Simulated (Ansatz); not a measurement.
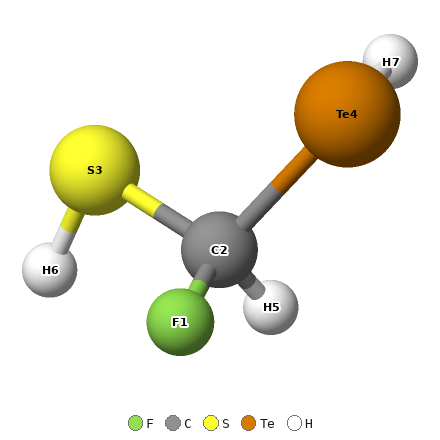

The system is CH₃FSTe, SMILES FC(S)[TeH]; the picture shows the reference structure. 
- The first coordinate is: dihedral S3–C2–Te4–H7; the second: dihedral Te4–C2–S3–H6.
- Nothing is relaxed (all other coordinates rigid).
- Grid: 18 × 18 points.
- Points are written as (first, second).
- Energies: kJ/mol, counted from the relaxed molecule at the same level.
- Theory: Ansatz, RKS B3LYP-D4/def2-SVP.

Its coordinates:

```json
{"atom": "F", "x (Å)": "1.1800", "y (Å)": "-1.3716", "z (Å)": "-0.0826"}
{"atom": "C", "x (Å)": "0.1823", "y (Å)": "-0.4371", "z (Å)": "0.0115"}
{"atom": "S", "x (Å)": "0.6338", "y (Å)": "0.9663", "z (Å)": "1.0549"}
{"atom": "Te", "x (Å)": "-0.1879", "y (Å)": "0.2605", "z (Å)": "-2.0561"}
{"atom": "H", "x (Å)": "-0.7259", "y (Å)": "-0.9321", "z (Å)": "0.3829"}
{"atom": "H", "x (Å)": "0.5161", "y (Å)": "0.3120", "z (Å)": "2.2404"}
{"atom": "H", "x (Å)": "-1.5372", "y (Å)": "1.1339", "z (Å)": "-1.5966"}
```

Range: dihedral S3–C2–Te4–H7 from −180 to 160°; dihedral Te4–C2–S3–H6 from −180 to 160°.

What will the energy surface look like?

Answer. The lowest grid point is at (−180°, −60°), −2.4 kJ/mol from the relaxed molecule at the same level. The bottom of the well lies between grid points, at about (170°, −55°), about 0.98 kJ/mol lower on the interpolated surface. Higher local minima lie near (−60°, 160°) (2.9 kJ/mol above the lowest at that grid point); (60°, −180°) (3.9 kJ/mol above the lowest at that grid point); (160°, 160°) (4.4 kJ/mol above the lowest at that grid point). The highest grid point, (120°, 60°), lies 34.2 kJ/mol above the lowest. On the interpolated surface the easiest way out of the lowest well to the well at about (−50°, −45°) passes a barrier of about 14 kJ/mol, counted from the interpolated bottom of the well. Round the minimum the valley is somewhat tilted: raising dihedral S3–C2–Te4–H7 shifts the best value of dihedral Te4–C2–S3–H6 downwards (coupling k₁₂/√(k₁₁k₂₂) about 0.2).

| dihedral Te4–C2–S3–H6 ↓, dihedral S3–C2–Te4–H7 → | −180 | −140 | −100 | −60 | −20 | 20 | 60 | 100 | 140 |
| --- | --- | --- | --- | --- | --- | --- | --- | --- | --- |
| 140 | 4.1 | 13.0 | 12.2 | 5.5 | 7.9 | 9.9 | 11.6 | 11.9 | 5.4 |
| 100 | 9.6 | 18.7 | 25.8 | 20.3 | 19.3 | 19.1 | 22.3 | 28.2 | 19.1 |
| 60 | 15.4 | 17.6 | 25.7 | 26.1 | 26.3 | 21.2 | 22.0 | 30.8 | 27.6 |
| 20 | 18.5 | 18.4 | 21.5 | 23.4 | 31.0 | 24.7 | 20.0 | 25.5 | 25.5 |
| −20 | 6.2 | 12.7 | 11.6 | 6.9 | 13.5 | 18.8 | 13.8 | 12.6 | 7.6 |
| −60 | −2.4 | 8.6 | 11.4 | 4.0 | 5.3 | 9.5 | 11.0 | 11.7 | 2.4 |
| −100 | 8.2 | 15.2 | 23.8 | 19.7 | 18.4 | 17.6 | 20.0 | 27.2 | 19.8 |
| −140 | 11.9 | 9.7 | 15.8 | 17.9 | 17.6 | 13.4 | 12.6 | 22.1 | 23.5 |
| −180 | 4.3 | 3.8 | 1.9 | 1.6 | 4.9 | 3.5 | 1.5 | 4.8 | 6.7 |

The table holds every second grid line.

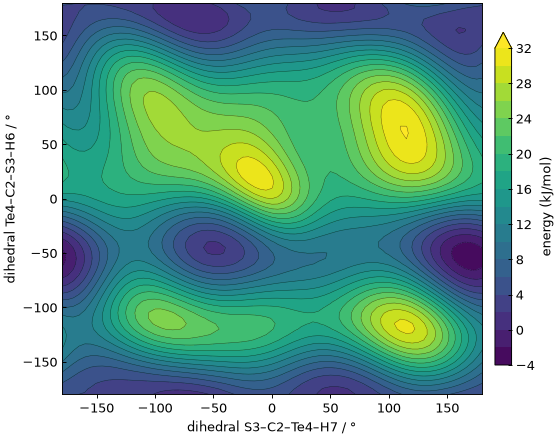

In the figure: filled contours, one colour for all values above the top of the scale. Between grid points the surface is interpolated.

Time for the 324 points that were run: 23 min on 1 thread of Arm Neoverse V1, on a shared host.
